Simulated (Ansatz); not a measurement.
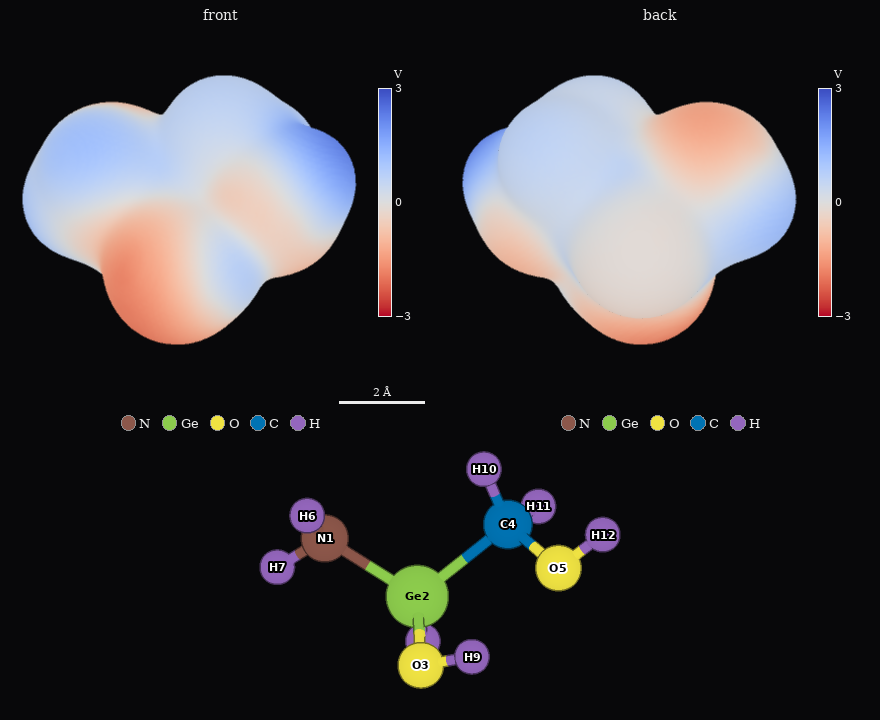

Figure. CH₇GeNO₂. The electrostatic potential painted on the density surface at 0.001 e/bohr³, seen from the front and from behind; red is negative and blue positive. The bare structure is drawn below in the same view.

Level of theory: RKS PBE0-D4/def2-SVP (Ansatz 0.2.0).

```xyz
12

N    -1.7510   -0.3508    1.1217
Ge   -0.4085   -0.7268   -0.0533
O     1.0002   -1.4976    0.7217
C     0.3516    0.9573   -0.7357
O     1.7447    0.7360   -0.8178
H    -1.4476    0.0815    1.9908
H    -2.3530   -1.1377    1.3477
H    -1.0087   -1.6514   -1.1268
H     1.7783   -0.9982    0.4308
H     0.0896    1.7687   -0.0290
H    -0.0967    1.2171   -1.7132
H     2.1781    1.5466   -1.1029
```

Describe the electrostatic potential map.

The most negative region (about −1.8 V) lies over O3, the most positive (about +2.1 V) over H12. O3 is the likeliest acceptor of a hydrogen bond.
